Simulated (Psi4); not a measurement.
**SiCNCl2F (SMILES N#C[Si](F)(Cl)Cl): HF/cc-pVDZ**

What is the energy change on altering one bond length of SiCNCl2F at HF/cc-pVDZ? 

The results are computed with Psi4 1.11.

2 further runs of the same task are left out: 2 set aside as unsound or not needed. Runs told in other sessions of the task aren't counted.

### Step 1. The structure to begin with

SiCNCl2F has 6 atoms, charge 0, and is taken as a singlet. As SMILES, `N#C[Si](F)(Cl)Cl`. The shape is that of a PBE0-D4/def2-TZVP optimisation.

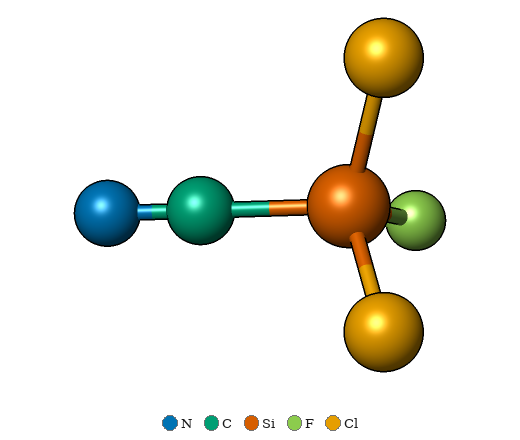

The structure, seen from a chosen angle (nitrogen blue, carbon teal, silicon orange, fluorine green, chlorine amber).

### Step 2. The energy at HF/cc-pVDZ

The input, calc.dat:

```
memory 2200 mb

molecule m {
  0 1
  N      1.752600    -1.361000     1.114200
  C      0.923100    -0.763300     0.585900
  Si    -0.381900     0.210300    -0.249400
  F     -1.471500    -0.801900    -0.758800
  Cl     0.422900     1.177100    -1.812500
  Cl    -1.203100     1.474700     1.074300
  symmetry c1
  no_reorient
  no_com
}

set basis cc-pVDZ
set puream true
set e_convergence 1e-09
set d_convergence 1e-08
set scf_type pk

e = energy('scf')
```

Started as:

```console
$ psi4 -n 1 calc.dat calc.out
```

calc.out:

```text
[...]
  Running in c1 symmetry.
[...]
  Nuclear repulsion =  414.637220120483050
[...]
  Multiplicity = 1
[...]
  Nalpha       = 35
  Nbeta        = 35
[...]
    Number of basis functions: 96
[...]
   @RHF iter   1: -1399.77240630536176   -7.56799e-01   4.48961e-03 ADIIS/DIIS
[...]
   @RHF iter  13: -1399.86530649954898   -6.36646e-12   6.03549e-09 DIIS
[...]
    Orbital Energies [Eh]
    ---------------------
    Doubly Occupied:
       1A   -104.875820     2A   -104.875802     3A    -68.972922
       4A    -26.348718     5A    -15.626654     6A    -11.292575
       7A    -10.605525     8A    -10.605504     9A     -8.072644
      10A     -8.072624    11A     -8.069787    12A     -8.069773
      13A     -8.069767    14A     -8.069752    15A     -6.308587
      16A     -4.417034    17A     -4.416048    18A     -4.415204
      19A     -1.654974    20A     -1.256257    21A     -1.172808
      22A     -1.142229    23A     -0.848511    24A     -0.760377
      25A     -0.725278    26A     -0.714511    27A     -0.641949
      28A     -0.594038    29A     -0.587848    30A     -0.537951
      31A     -0.528224    32A     -0.525010    33A     -0.504071
      34A     -0.503146    35A     -0.494107
[...]
  @RHF Final Energy: -1399.86530649954898
   => Energetics <=
    Nuclear Repulsion Energy =            414.6372201204830503
    One-Electron Energy =               -2760.2529919024814262
    Two-Electron Energy =                 945.7504652824493405
    Total Energy =                      -1399.8653064995489785
[...]
 Multipole Moments:
 ------------------------------------------------------------------------------------
     Multipole            Electronic (a.u.)      Nuclear  (a.u.)        Total (a.u.)
 ------------------------------------------------------------------------------------
 L = 1.  Multiply by 2.5417464519 to convert [e a0] to [Debye]
 Dipole X            :         26.1191136          -26.5444160           -0.4253023
 Dipole Y            :        -49.8213420           50.4573883            0.6360463
 Dipole Z            :         21.5320118          -21.8365413           -0.3045295
 Magnitude           :                                                    0.8235139
[...]
```

It took 32 s on 1 thread of Intel Xeon Platinum 8259CL at 2.50GHz (Skylake/Cascade Lake), shared host; peak memory 0.46 GiB.

### Step 3. The distorted shape, same level

The input, input.inp:

```
memory 2200 MB

molecule {
  0 1
  N      1.108776    -2.134420     2.364648
  C      0.279276    -1.536720     1.836348
  Si    -1.025724    -0.563120     1.001048
  F     -2.115324    -1.575320     0.491648
  Cl     0.422900     1.177100    -1.812500
  Cl    -1.846924     0.701280     2.324748
  symmetry c1
  no_reorient
  no_com
}

set {
  basis cc-pVDZ
  puream true
  e_convergence 1e-09
  d_convergence 1e-08
  scf_type pk
}

e_tot, wfn = energy('hf', return_wfn=True)
oeprop(wfn, 'QUADRUPOLE', 'MAYER_INDICES', 'MULLIKEN_CHARGES', title='HF')
```

Started as:

```console
$ psi4 input.inp input.out -n 1
```

input.out, cut to the lines that bear on the results:

```text
[...]
  Running in c1 symmetry.
[...]
  Nuclear repulsion =  354.778716981974128
[...]
  Multiplicity = 1
[...]
  Nalpha       = 35
  Nbeta        = 35
[...]
    Number of basis functions: 96
[...]
   @RHF iter   1: -1399.47724840654018   -1.12382e+00   5.51019e-03 ADIIS/DIIS
[...]
   @RHF iter  16: -1399.67461498039370   -1.13687e-11   7.11673e-09 DIIS
[...]
  @RHF Final Energy: -1399.67461498039370
   => Energetics <=
    Nuclear Repulsion Energy =            354.7787169819741280
    One-Electron Energy =               -2639.4748541379549351
    Two-Electron Energy =                 885.0215221755872790
    Total Energy =                      -1399.6746149803936987
[...]
 Multipole Moments:
 ------------------------------------------------------------------------------------
     Multipole            Electronic (a.u.)      Nuclear  (a.u.)        Total (a.u.)
 ------------------------------------------------------------------------------------
 L = 1.  Multiply by 2.5417464519 to convert [e a0] to [Debye]
 Dipole X            :         89.6762415          -91.0269207           -1.3506792
 Dipole Y            :         26.4360383          -27.0048666           -0.5688283
 Dipole Z            :       -101.4925339          103.4026842            1.9101503
 Magnitude           :                                                    2.4076076
 L = 2.  Multiply by 1.3450342976 to convert [e a0^2] to [Debye ang]
 Quadrupole XX       :       -487.4043640          446.7548237          -40.6495403
 Quadrupole XY       :        -19.1193566           19.2125438            0.0931871
[...]
  Mulliken Charges: (a.u.)
   Center  Symbol    Alpha    Beta     Spin     Total
       1     N     3.52397  3.52397  0.00000 -0.04794
       2     C     3.08054  3.08054  0.00000 -0.16108
       3    SI     6.44922  6.44922  0.00000  1.10156
       4     F     4.67277  4.67277  0.00000 -0.34555
       5    CL     8.72463  8.72463  0.00000 -0.44926
       6    CL     8.54887  8.54887  0.00000 -0.09774
   Total alpha = 35.00000, Total beta = 35.00000, Total charge =  0.00000
  Mayer Bond Indices:
[...]
```

It took 22 s on 1 thread of Intel Xeon Platinum 8259CL at 2.50GHz (Skylake/Cascade Lake), shared host; peak memory 0.43 GiB.

### Step 4. What came out

Level: HF/cc-pVDZ.

```
                                                           quantity           value
                                          first shape: total energy  -1399.86531 Eh
                                         first shape: dipole moment          2.09 D
                                           first shape: HOMO energy       -13.45 eV
                                           first shape: LUMO energy         2.57 eV
                                         first shape: HOMO–LUMO gap        16.01 eV
                                      distorted shape: total energy  -1399.67461 Eh
                                     distorted shape: dipole moment          6.12 D
                                       distorted shape: HOMO energy       -10.18 eV
                                       distorted shape: LUMO energy        -3.15 eV
                                     distorted shape: HOMO–LUMO gap         7.03 eV
energy change with the Si3–Cl5 bond stretched from 2.006 to 3.611 Å        5.189 eV
```

**Reading.** One bond (distorted shape) is far stretched, which a spin-restricted single reference describes badly; a broken-symmetry solution may lie lower. With the Si3–Cl5 bond stretched from 2.006 to 3.611 Å the energy rises by 5.19 eV (120 kcal/mol). The first shape isn't relaxed at this level, so the change isn't measured from a minimum. A restricted reference can't describe the breaking bond well at this length. Mulliken charges (distorted shape) run from -0.45 on Cl5 to +1.10 on Si3.
